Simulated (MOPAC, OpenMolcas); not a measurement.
# C2H5BO (SMILES B1CCO1): methods side by side

C2H5BO has 9 atoms, charge 0, and is taken as a singlet. SMILES: `B1CCO1`. Geometry: relaxed at PBE0-D4/def2-TZVP.

```xyz
9

B    -0.4026    0.3017   -1.0820
C     0.5060    0.6170    0.1710
C    -0.0986   -0.7196    0.6177
O    -0.8848   -0.8785   -0.5962
H    -0.6970    0.7728   -2.1395
H     0.2363    1.4790    0.7822
H     1.5862    0.6141    0.0210
H    -0.7576   -0.6813    1.4872
H     0.6006   -1.5515    0.7215
```

Each level gives the dipole moment (D). The values are calculated.

```tsv
level	kind	program	value (D)	CPU time
PM6	semi-empirical	MOPAC	1.70	under 2 s
HF/def2-SVP	Hartree–Fock	OpenMolcas	1.98	5.8 s
SVWN5/def2-SVP	LDA	OpenMolcas	1.84	23 s
revPBE/def2-SVP	GGA	OpenMolcas	1.73	36 s
TPSS/def2-SVP	meta-GGA	OpenMolcas	1.76	45 s
B3LYP/def2-SVP	global hybrid	OpenMolcas	1.78	34 s
```

The values span 1.70 to 1.98 D. Magnitudes only. Times are those of the runs behind each value, whatever else they computed, on shared processors of several kinds: orders of magnitude only.

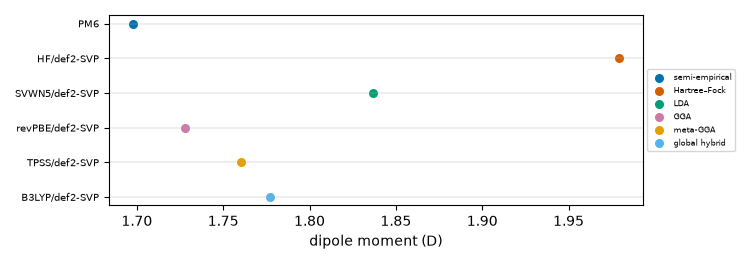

The values of the table, level by level.
